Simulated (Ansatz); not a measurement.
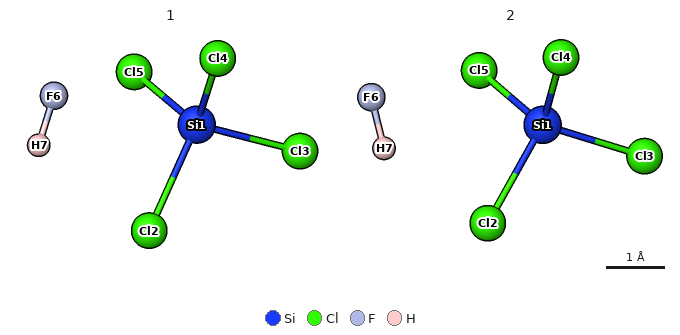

Two geometries of SiHCl₄F, drawn at one scale. One is the start of a relaxation, the other its converged end. Style: ball-and-stick. Shown at a tilt.

All numbers below come from RKS PBE0-D4/def2-SVP in Ansatz 0.2.0. (no spin polarisation; force threshold 0.03 eV/Å; at most 50 steps)

Q: Which geometry has the lower energy?

A: Structure 2 is the relaxed one. The run prepares an end point of a later path (reaction) calculation, from a guessed geometry. After 5 accepted moves (6 points after the start) the energy has fallen by 9.57 kJ/mol. The largest force component goes from 0.78 to 0.0043 eV/Å. The line search rejected the trial step at point 5 of the run. The atom that moves furthest after the best rigid fit is F6 (0.44 Å). Largest moves by element: F 0.44 Å, Cl 0.13 Å, Si 0.12 Å, H 0.11 Å. Some distances before and after: Si1–Cl2 2.104 → 2.058 Å, Si1–Cl3 2.044 → 2.035 Å. Among the angles between lasting bonds that change: Cl2–Si1–Cl3 104.7° → 107.3°, Cl4–Si1–Cl5 113.8° → 111.4°, Cl3–Si1–Cl4 107.1° → 109.5°. The run took 13 s on 4 threads of Arm Neoverse V2 (shared host), peak memory 0.28 GiB.

Limits of the set-up: the start holds two separate molecules, 2.6 Å apart at their closest, whose relative position is a soft coordinate.
